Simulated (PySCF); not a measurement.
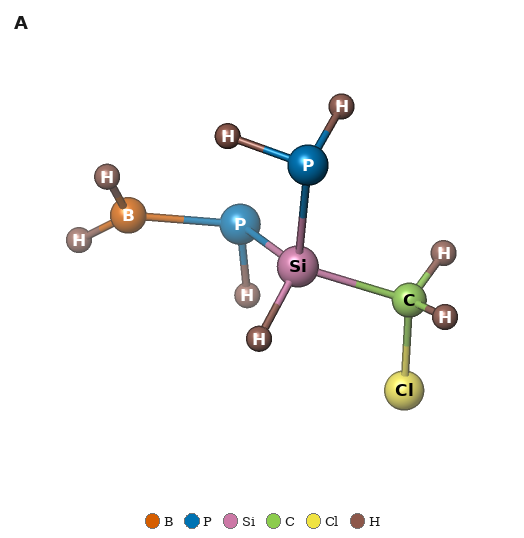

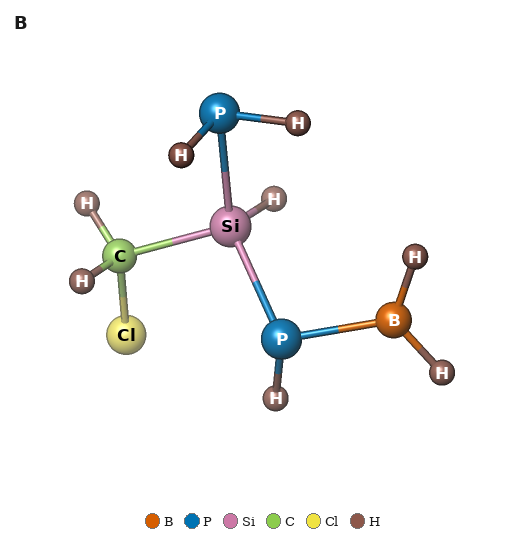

Distant atoms are faded towards the background colour. Computed geometry: GFN2-xTB optimisation. No frequency run is at hand to confirm it as a minimum.

How are A and B related: the same structure turned, mirror images, conformers, diastereomers or constitutional isomers?

They are the same structure, CH8BClP2Si (BP[Si@H](P)CCl), seen from two directions: a rotation takes one into the other. The geometry is chiral (C1), so its mirror image would differ.
